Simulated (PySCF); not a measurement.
## Geometry relaxation, with input and output: RuH4 (part 1 of 3)

System: RuH4, multiplicity 3.
Method: UHF/def2-tzvp, optimize (PySCF 2.14.0).

Figures and captions count atoms from 1; the log counts them from 0 in places.

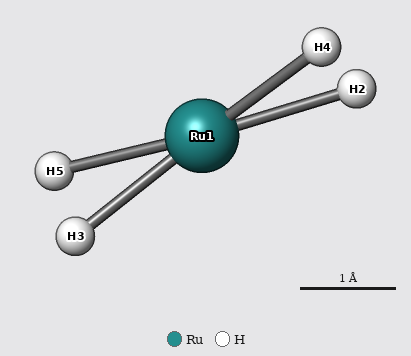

**Figure 1.** The input geometry (ball-and-stick view, seen at an oblique angle; atoms are numbered from 1 in the order of the input). Sticks mark near contacts. Bond lengths as drawn: H–Ru 1.70 Å.

## Results in brief

```csv
quantity,value
outcome,converged
SCF energy at the first geometry,−96.337807 hartree
⟨S²⟩,2.023
hardware,"1 CPU thread, shared host"
wall time,18 s
```

## Input
```python
from pyscf import gto, scf
from pyscf.geomopt.geometric_solver import optimize

mol = gto.M(
    atom='Ru 0 0 0; H 1.3867 0.9336 0.32; H -1.3865 -0.9339 0.3203; H 0.9337 1.3867 -0.3199; H -0.934 -1.3864 -0.3204',
    basis='def2-tzvp',
    ecp={'Ru': 'def2-tzvp'},
    charge=0,
    spin=2,
    verbose=4,
)
mf = scf.UHF(mol)
mf.kernel()
mol_eq = optimize(mf, maxsteps=30)
print('optimised geometry (angstrom)')
print(mol_eq.tostring('raw'))
print('orbital energies (hartree):', [e[max(0, n-3):n+3].round(4) for e, n in zip(mf.mo_energy, mol.nelec)])
```

Launched with:
```bash
OMP_NUM_THREADS=1 python input.py
```

## Log
```
PySCF version 2.14.0

[INPUT] verbose = 4
[INPUT] num. atoms = 5
[INPUT] num. electrons = 20
[INPUT] charge = 0
[INPUT] spin (= nelec alpha-beta = 2S) = 2
[INPUT] symmetry False subgroup None
[INPUT] Mole.unit = angstrom
[INPUT] Symbol           X                Y                Z      unit          X                Y                Z       unit  Magmom
[INPUT]  1 Ru     0.000000000000   0.000000000000   0.000000000000 AA    0.000000000000   0.000000000000   0.000000000000 Bohr   0.0
[INPUT]  2 H      1.386700000000   0.933600000000   0.320000000000 AA    2.620483216934   1.764248309894   0.604712359861 Bohr   0.0
[INPUT]  3 H     -1.386500000000  -0.933900000000   0.320300000000 AA   -2.620105271709  -1.764815227731   0.605279277698 Bohr   0.0
[INPUT]  4 H      0.933700000000   1.386700000000  -0.319900000000 AA    1.764437282506   2.620483216934  -0.604523387248 Bohr   0.0
[INPUT]  5 H     -0.934000000000  -1.386400000000  -0.320400000000 AA   -1.765004200344  -2.619916299097  -0.605468250311 Bohr   0.0

nuclear repulsion = 21.6995088220025
number of shells = 30
number of NR pGTOs = 92
number of NR cGTOs = 64
basis = def2-tzvp
ecp = {'Ru': 'def2-tzvp'}

******** <class 'pyscf.scf.uhf.UHF'> ********
method = UHF
initial guess = minao
damping factor = 0
level_shift factor = 0
DIIS = <class 'pyscf.scf.diis.CDIIS'>
diis_start_cycle = 1
diis_space = 8
diis_damp = 0
SCF conv_tol = 1e-09
SCF conv_tol_grad = None
SCF max_cycles = 50
direct_scf = True
direct_scf_tol = 1e-13
number electrons alpha = 11  beta = 9
Set gradient conv threshold to 3.16228e-05
init E= -87.7291025018695
  alpha nocc = 11  HOMO = -0.530891138941582  LUMO = -0.191893363333678
  beta  nocc = 9  HOMO = -0.688325396113554  LUMO = -0.686686507449972

WARN: HOMO -0.530891138941582 >= LUMO -0.686686507449972

cycle= 1 E= -95.9621544485592  delta_E= -8.23  |g|= 0.923  |ddm|= 2.83
  alpha nocc = 11  HOMO = -0.0317330400392262  LUMO = 0.0898955759998459
  beta  nocc = 9  HOMO = 0.00740540501821085  LUMO = 0.0849282708355535
  HOMO = 0.00740540501821  LUMO = 0.0849282708356  gap/eV = 2.10950
cycle= 2 E= -95.8957328733762  delta_E= 0.0664  |g|= 1.09  |ddm|= 1.63
  alpha nocc = 11  HOMO = -0.288282117200196  LUMO = 0.0621696863418266
  beta  nocc = 9  HOMO = -0.30105057111243  LUMO = 0.0460999752838864
  HOMO = -0.2882821172  LUMO = 0.0460999752839  gap/eV = 9.09900
cycle= 3 E= -96.3302596040786  delta_E= -0.435  |g|= 0.0671  |ddm|= 1.08
  alpha nocc = 11  HOMO = -0.301762934575139  LUMO = 0.0652654298962493
  beta  nocc = 9  HOMO = -0.298994817894318  LUMO = 0.0591460780699773
  HOMO = -0.298994817894  LUMO = 0.05914607807  gap/eV = 9.74551
cycle= 4 E= -96.3365199452164  delta_E= -0.00626  |g|= 0.0238  |ddm|= 0.108
  alpha nocc = 11  HOMO = -0.304968443335904  LUMO = 0.0646503118381891
  beta  nocc = 9  HOMO = -0.303071009245589  LUMO = 0.0597842678574603
  HOMO = -0.303071009246  LUMO = 0.0597842678575  gap/eV = 9.87380
cycle= 5 E= -96.337573093467  delta_E= -0.00105  |g|= 0.00635  |ddm|= 0.0734
  alpha nocc = 11  HOMO = -0.303786708751389  LUMO = 0.0648727007071276
  beta  nocc = 9  HOMO = -0.302230547990878  LUMO = 0.0599864373435905
  HOMO = -0.302230547991  LUMO = 0.0599864373436  gap/eV = 9.85643
cycle= 6 E= -96.3376985099729  delta_E= -0.000125  |g|= 0.00397  |ddm|= 0.025
  alpha nocc = 11  HOMO = -0.304160382317398  LUMO = 0.0648098092155781
  beta  nocc = 9  HOMO = -0.303203203415854  LUMO = 0.0597480803839363
  HOMO = -0.303203203416  LUMO = 0.0597480803839  gap/eV = 9.87641
cycle= 7 E= -96.3377668633734  delta_E= -6.84e-05  |g|= 0.00213  |ddm|= 0.0206
  alpha nocc = 11  HOMO = -0.304177511724435  LUMO = 0.064736375614065
  beta  nocc = 9  HOMO = -0.303449133392206  LUMO = 0.0594895470435488
  HOMO = -0.303449133392  LUMO = 0.0594895470435  gap/eV = 9.87606
cycle= 8 E= -96.3377987998649  delta_E= -3.19e-05  |g|= 0.00103  |ddm|= 0.0162
  alpha nocc = 11  HOMO = -0.304477744001606  LUMO = 0.0647027735208378
  beta  nocc = 9  HOMO = -0.303279056654063  LUMO = 0.0594571568154696
  HOMO = -0.303279056654  LUMO = 0.0594571568155  gap/eV = 9.87056
cycle= 9 E= -96.3378062100782  delta_E= -7.41e-06  |g|= 0.000337  |ddm|= 0.00884
  alpha nocc = 11  HOMO = -0.304675353009274  LUMO = 0.0646772429852222
  beta  nocc = 9  HOMO = -0.303205345470297  LUMO = 0.0594150632681689
  HOMO = -0.30320534547  LUMO = 0.0594150632682  gap/eV = 9.86740
cycle= 10 E= -96.3378068621562  delta_E= -6.52e-07  |g|= 0.000132  |ddm|= 0.00263
  alpha nocc = 11  HOMO = -0.30477796305682  LUMO = 0.0646750982785778
  beta  nocc = 9  HOMO = -0.303145317938983  LUMO = 0.0594156039269853
  HOMO = -0.303145317939  LUMO = 0.059415603927  gap/eV = 9.86579
cycle= 11 E= -96.3378069427497  delta_E= -8.06e-08  |g|= 3.76e-05  |ddm|= 0.0011
  alpha nocc = 11  HOMO = -0.30479538782028  LUMO = 0.0646733279796086
  beta  nocc = 9  HOMO = -0.303155092776414  LUMO = 0.0594106744552234
  HOMO = -0.303155092776  LUMO = 0.0594106744552  gap/eV = 9.86592
cycle= 12 E= -96.3378069470642  delta_E= -4.31e-09  |g|= 1.75e-05  |ddm|= 0.000149
  alpha nocc = 11  HOMO = -0.304805423268397  LUMO = 0.0646724711262984
  beta  nocc = 9  HOMO = -0.303161167230873  LUMO = 0.0594089096532366
  HOMO = -0.303161167231  LUMO = 0.0594089096532  gap/eV = 9.86603
cycle= 13 E= -96.3378069482818  delta_E= -1.22e-09  |g|= 5.3e-06  |ddm|= 8.34e-05
  alpha nocc = 11  HOMO = -0.304807062039189  LUMO = 0.0646724093271249
  beta  nocc = 9  HOMO = -0.303161924577536  LUMO = 0.0594086571672756
  HOMO = -0.303161924578  LUMO = 0.0594086571673  gap/eV = 9.86605
cycle= 14 E= -96.3378069483439  delta_E= -6.22e-11  |g|= 1.85e-06  |ddm|= 1.67e-05
  alpha nocc = 11  HOMO = -0.304807582122083  LUMO = 0.0646723990666361
  beta  nocc = 9  HOMO = -0.303162430984885  LUMO = 0.059408519913855
  HOMO = -0.303162430985  LUMO = 0.0594085199139  gap/eV = 9.86606
Extra cycle  E= -96.3378069483486  delta_E= -4.72e-12  |g|= 1.08e-06  |ddm|= 3.67e-06
converged SCF energy = -96.3378069483486  <S^2> = 2.0230515  2S+1 = 3.0153285
Create scanner for <class 'pyscf.grad.uhf.Gradients'>
Create scanner for <class 'pyscf.scf.uhf.UHF'>
input.py

Current date and time:

#|     Arguments passed to driver run_optimizer():      |#
customengine              <pyscf.geomopt.geometric_solver.PySCFEngine object>
logIni                    [file]
maxiter                   30
----------------------------------------------------------
Custom engine selected.
Bonds will be generated from interatomic distances less than 1.20 times sum of covalent radii
15 internal coordinates being used (instead of 15 Cartesians)
Internal coordinate system (atoms numbered from 1):
Distance 1-2
Distance 1-3
Distance 1-4
Distance 1-5
Distance 2-4
Distance 3-5
Angle 2-1-3
Angle 2-1-5
Angle 3-1-4
Angle 4-1-5
Angle 1-2-4
Angle 1-3-5
Angle 1-4-2
Angle 1-5-3
Out-of-Plane 1-2-4-3
Out-of-Plane 1-3-5-2
Out-of-Plane 1-2-4-5
Out-of-Plane 1-3-5-4
Dihedral 3-1-2-4
Dihedral 5-1-2-4
Dihedral 2-1-3-5
Dihedral 4-1-3-5
Dihedral 3-1-4-2
Dihedral 5-1-4-2
Dihedral 2-1-5-3
Dihedral 4-1-5-3
Translation-X 1-5
Translation-Y 1-5
Translation-Z 1-5
Rotation-A 1-5
Rotation-B 1-5
Rotation-C 1-5
<class 'geometric.internal.Distance'> : 6
<class 'geometric.internal.Angle'> : 8
<class 'geometric.internal.OutOfPlane'> : 4
<class 'geometric.internal.Dihedral'> : 8
<class 'geometric.internal.TranslationX'> : 1
<class 'geometric.internal.TranslationY'> : 1
<class 'geometric.internal.TranslationZ'> : 1
<class 'geometric.internal.RotationA'> : 1
<class 'geometric.internal.RotationB'> : 1
<class 'geometric.internal.RotationC'> : 1
> ===== Optimization Info: ====
> Job type: Energy minimization
> Maximum number of optimization cycles: 30
> Initial / maximum trust radius (Angstrom): 0.100 / 0.300
> Convergence Criteria:
> Will converge when all 5 criteria are reached:
>  |Delta-E| < 1.00e-06
>  RMS-Grad  < 3.00e-04
>  Max-Grad  < 4.50e-04
>  RMS-Disp  < 1.20e-03
>  Max-Disp  < 1.80e-03
> === End Optimization Info ===

Geometry optimization cycle 1
Cartesian coordinates (Angstrom)
 Atom        New coordinates             dX        dY        dZ
  Ru   0.000000   0.000000   0.000000    0.000000  0.000000  0.000000
   H   1.386700   0.933600   0.320000    0.000000  0.000000  0.000000
   H  -1.386500  -0.933900   0.320300    0.000000  0.000000  0.000000
   H   0.933700   1.386700  -0.319900    0.000000  0.000000  0.000000
   H  -0.934000  -1.386400  -0.320400    0.000000  0.000000  0.000000

WARN: Mole.unit (angstrom) is changed to Bohr

New geometry
   1 Ru     0.000000000000   0.000000000000   0.000000000000 AA    0.000000000000   0.000000000000   0.000000000000 Bohr
   2 H      1.386700000000   0.933600000000   0.320000000000 AA    2.620483216934   1.764248309894   0.604712359861 Bohr
   3 H     -1.386500000000  -0.933900000000   0.320300000000 AA   -2.620105271709  -1.764815227731   0.605279277698 Bohr
   4 H      0.933700000000   1.386700000000  -0.319900000000 AA    1.764437282506   2.620483216934  -0.604523387248 Bohr
   5 H     -0.934000000000  -1.386400000000  -0.320400000000 AA   -1.765004200344  -2.619916299097  -0.605468250311 Bohr

******** <class 'pyscf.scf.hf.UHF_Scanner'> ********
method = UHF_Scanner
initial guess = minao
damping factor = 0
level_shift factor = 0
DIIS = <class 'pyscf.scf.diis.CDIIS'>
diis_start_cycle = 1
diis_space = 8
diis_damp = 0
SCF conv_tol = 1e-09
SCF conv_tol_grad = None
SCF max_cycles = 50
direct_scf = True
direct_scf_tol = 1e-13
number electrons alpha = 11  beta = 9
Set gradient conv threshold to 3.16228e-05
init E= -96.3378069483486
  alpha nocc = 11  HOMO = -0.304807417331408  LUMO = 0.064672442431628
  beta  nocc = 9  HOMO = -0.30316200407496  LUMO = 0.0594085708996053
  HOMO = -0.303162004075  LUMO = 0.0594085708996  gap/eV = 9.86605
cycle= 1 E= -96.3378069483506  delta_E= -2e-12  |g|= 9.11e-07  |ddm|= 1.81e-06
  alpha nocc = 11  HOMO = -0.304807827154304  LUMO = 0.0646724040763023
  beta  nocc = 9  HOMO = -0.303162494329913  LUMO = 0.0594084637139756
  HOMO = -0.30316249433  LUMO = 0.059408463714  gap/eV = 9.86606
Extra cycle  E= -96.3378069483511  delta_E= -4.41e-13  |g|= 6.89e-07  |ddm|= 1.49e-06
converged SCF energy = -96.3378069483511  <S^2> = 2.0230516  2S+1 = 3.0153286

******** <class 'pyscf.grad.rhf.Gradients_Scanner'> for <class 'pyscf.scf.hf.UHF_Scanner'> ********
unit = Eh/Bohr
--------------- UHF_Scanner gradients ---------------
         x                y                z
0 Ru     0.0000099996     0.0000045011     0.0000017315
1 H     0.0028467693    -0.0139534658     0.0118643068
2 H    -0.0028505056     0.0139401556     0.0118864707
3 H    -0.0139475227     0.0028571001    -0.0118667855
4 H     0.0139412593    -0.0028482911    -0.0118857234
----------------------------------------------
cycle 1: E = -96.3378069484  dE = -96.3378  norm(grad) = 0.0370751
Step    0 : Gradient = 1.658e-02/1.854e-02 (rms/max) Energy = -96.3378069484
Hessian Eigenvalues: 3.19553e-02 3.19559e-02 3.23747e-02 ... 1.02784e-01 1.03241e-01 1.05770e-01

Geometry optimization cycle 2
Cartesian coordinates (Angstrom)
 Atom        New coordinates             dX        dY        dZ
  Ru  -0.000009  -0.000004  -0.000001   -0.000009 -0.000004 -0.000001
   H   1.400552   0.987059   0.292032    0.013852  0.053459 -0.027968
   H  -1.400355  -0.987331   0.292280   -0.013855 -0.053431 -0.028020
   H   0.987148   1.400531  -0.291925    0.053448  0.013831  0.027975
   H  -0.987436  -1.400255  -0.292387   -0.053436 -0.013855  0.028013
New geometry
   1 Ru    -0.000008856524  -0.000004303475  -0.000001053562 AA   -0.000016736405  -0.000008132389  -0.000001990944 Bohr
   2 H      1.400551600090   0.987059132192   0.292031952409 AA    2.646658947492   1.865271428593   0.551860409675 Bohr
   3 H     -1.400354953656  -0.987330727718   0.292280120769 AA   -2.646287339587  -1.865784669755   0.552329379907 Bohr
   4 H      0.987148021473   1.400531223908  -0.291924514017 AA    1.865439404990   2.646620442087  -0.551657380539 Bohr
   5 H     -0.987435811384  -1.400255324906  -0.292386505599 AA   -1.865983249104  -2.646099068536  -0.552530418100 Bohr

******** <class 'pyscf.scf.hf.UHF_Scanner'> ********
method = UHF_Scanner
initial guess = minao
damping factor = 0
level_shift factor = 0
DIIS = <class 'pyscf.scf.diis.CDIIS'>
diis_start_cycle = 1
diis_space = 8
diis_damp = 0
SCF conv_tol = 1e-09
SCF conv_tol_grad = None
SCF max_cycles = 50
direct_scf = True
direct_scf_tol = 1e-13
number electrons alpha = 11  beta = 9
Set gradient conv threshold to 3.16228e-05
init E= -96.3783282092834
  alpha nocc = 11  HOMO = -0.299842920042782  LUMO = 0.0700947095156897
  beta  nocc = 9  HOMO = -0.29362672605335  LUMO = 0.0634296526832174
  HOMO = -0.293626726053  LUMO = 0.0634296526832  gap/eV = 9.71600
cycle= 1 E= -96.3427555594664  delta_E= 0.0356  |g|= 0.0322  |ddm|= 0.0676
  alpha nocc = 11  HOMO = -0.291917313113247  LUMO = 0.0677716354025571
  beta  nocc = 9  HOMO = -0.28482350627809  LUMO = 0.0630309901217898
  HOMO = -0.284823506278  LUMO = 0.0630309901218  gap/eV = 9.46560
cycle= 2 E= -96.3431539980147  delta_E= -0.000398  |g|= 0.0236  |ddm|= 0.0413
  alpha nocc = 11  HOMO = -0.297759223816721  LUMO = 0.0670974254202362
  beta  nocc = 9  HOMO = -0.293949251418029  LUMO = 0.0614959275260034
  HOMO = -0.293949251418  LUMO = 0.061495927526  gap/eV = 9.67216
cycle= 3 E= -96.3434088480325  delta_E= -0.000255  |g|= 0.00694  |ddm|= 0.0229
  alpha nocc = 11  HOMO = -0.295626781958182  LUMO = 0.0672883059904236
  beta  nocc = 9  HOMO = -0.291927791296531  LUMO = 0.0618850558481858
  HOMO = -0.291927791297  LUMO = 0.0618850558482  gap/eV = 9.62774
cycle= 4 E= -96.3434837041257  delta_E= -7.49e-05  |g|= 0.00274  |ddm|= 0.0149
  alpha nocc = 11  HOMO = -0.294100490423364  LUMO = 0.0674138174014472
  beta  nocc = 9  HOMO = -0.290833052978751  LUMO = 0.0622042095202477
  HOMO = -0.290833052979  LUMO = 0.0622042095202  gap/eV = 9.60663
cycle= 5 E= -96.3435123399814  delta_E= -2.86e-05  |g|= 0.00129  |ddm|= 0.0129
  alpha nocc = 11  HOMO = -0.293309148579374  LUMO = 0.0674528264560199
  beta  nocc = 9  HOMO = -0.290928563913089  LUMO = 0.0622988506517759
  HOMO = -0.290928563913  LUMO = 0.0622988506518  gap/eV = 9.61181
cycle= 6 E= -96.3435225143177  delta_E= -1.02e-05  |g|= 0.000588  |ddm|= 0.01
  alpha nocc = 11  HOMO = -0.292961639218403  LUMO = 0.0674906425871976
  beta  nocc = 9  HOMO = -0.291090768956014  LUMO = 0.0623471216399869
  HOMO = -0.291090768956  LUMO = 0.06234712164  gap/eV = 9.61753
cycle= 7 E= -96.343524645066  delta_E= -2.13e-06  |g|= 0.000233  |ddm|= 0.00478
  alpha nocc = 11  HOMO = -0.292936608578481  LUMO = 0.0675007935310991
  beta  nocc = 9  HOMO = -0.291189111369512  LUMO = 0.0623523536391377
  HOMO = -0.29118911137  LUMO = 0.0623523536391  gap/eV = 9.62035
cycle= 8 E= -96.3435249545932  delta_E= -3.1e-07  |g|= 8.49e-05  |ddm|= 0.00167
  alpha nocc = 11  HOMO = -0.292944774159456  LUMO = 0.0675030839045104
  beta  nocc = 9  HOMO = -0.29117750612279  LUMO = 0.0623565894206055
  HOMO = -0.291177506123  LUMO = 0.0623565894206  gap/eV = 9.62015
cycle= 9 E= -96.3435249868778  delta_E= -3.23e-08  |g|= 3.32e-05  |ddm|= 0.000536
  alpha nocc = 11  HOMO = -0.292952309283435  LUMO = 0.0675028660638256
  beta  nocc = 9  HOMO = -0.291170992490651  LUMO = 0.0623571509592549
  HOMO = -0.291170992491  LUMO = 0.0623571509593  gap/eV = 9.61999
cycle= 10 E= -96.3435249905211  delta_E= -3.64e-09  |g|= 1.88e-05  |ddm|= 0.000142
  alpha nocc = 11  HOMO = -0.292957448716257  LUMO = 0.0675025566404063
  beta  nocc = 9  HOMO = -0.291167593828897  LUMO = 0.0623573931345756
  HOMO = -0.291167593829  LUMO = 0.0623573931346  gap/eV = 9.61990
cycle= 11 E= -96.3435249916085  delta_E= -1.09e-09  |g|= 9.54e-06  |ddm|= 8.47e-05
  alpha nocc = 11  HOMO = -0.292959418261836  LUMO = 0.0675025123342019
  beta  nocc = 9  HOMO = -0.29116314623149  LUMO = 0.0623579467015052
  HOMO = -0.291163146231  LUMO = 0.0623579467015  gap/eV = 9.61980
cycle= 12 E= -96.3435249918714  delta_E= -2.63e-10  |g|= 1.8e-06  |ddm|= 5.64e-05
  alpha nocc = 11  HOMO = -0.29296007629199  LUMO = 0.0675024548176539
  beta  nocc = 9  HOMO = -0.291163940221392  LUMO = 0.0623578471359454
  HOMO = -0.291163940221  LUMO = 0.0623578471359  gap/eV = 9.61982
Extra cycle  E= -96.3435249918751  delta_E= -3.75e-12  |g|= 1.16e-06  |ddm|= 3.14e-06
converged SCF energy = -96.3435249918751  <S^2> = 2.014261  2S+1 = 3.0094923

******** <class 'pyscf.grad.rhf.Gradients_Scanner'> for <class 'pyscf.scf.hf.UHF_Scanner'> ********
unit = Eh/Bohr
--------------- UHF_Scanner gradients ---------------
         x                y                z
0 Ru     0.0000014595    -0.0000009061     0.0000005107
1 H    -0.0026857398    -0.0053805589     0.0019031584
2 H     0.0026867991     0.0053761257     0.0019038111
3 H    -0.0053789852    -0.0026821596    -0.0019040956
4 H     0.0053764663     0.0026874990    -0.0019033847
----------------------------------------------
cycle 2: E = -96.3435249919  dE = -0.00571804  norm(grad) = 0.012611
Step    1 : Displace = 5.537e-02/6.190e-02 (rms/max) Trust = 1.000e-01 (=) Grad = 5.640e-03/6.308e-03 (rms/max) E (change) = -96.3435249919 (-5.718e-03) Quality = 1.454
Hessian Eigenvalues: 3.19553e-02 3.19559e-02 3.23747e-02 ... 1.01658e-01 1.03241e-01 1.23949e-01

Geometry optimization cycle 3
Cartesian coordinates (Angstrom)
 Atom        New coordinates             dX        dY        dZ
  Ru  -0.000011  -0.000003  -0.000001   -0.000002  0.000001 -0.000000
   H   1.430843   1.035566   0.279168    0.030291  0.048507 -0.012864
   H  -1.430654  -1.035818   0.279404   -0.030299 -0.048487 -0.012877
   H   1.035649   1.430809  -0.279058    0.048501  0.030278  0.012866
   H  -1.035926  -1.430555  -0.279512   -0.048490 -0.030299  0.012875
New geometry
   1 Ru    -0.000011056682  -0.000003205481  -0.000001495492 AA   -0.000020894101  -0.000006057481  -0.000002826070 Bohr
   2 H      1.430842577243   1.035566358596   0.279168192512 AA    2.703900598356   1.956936801560   0.527551426538 Bohr
   3 H     -1.430654100015  -1.035817963681   0.279403523276 AA   -2.703544428015  -1.957412266261   0.527996137230 Bohr
   4 H      1.035648742673   1.430809431490  -0.279058334724 AA    1.957092484903   2.703837961961  -0.527343825406 Bohr
   5 H     -1.035926163220  -1.430554620925  -0.279511885572 AA   -1.957616733757  -2.703356439780  -0.528200912292 Bohr
```
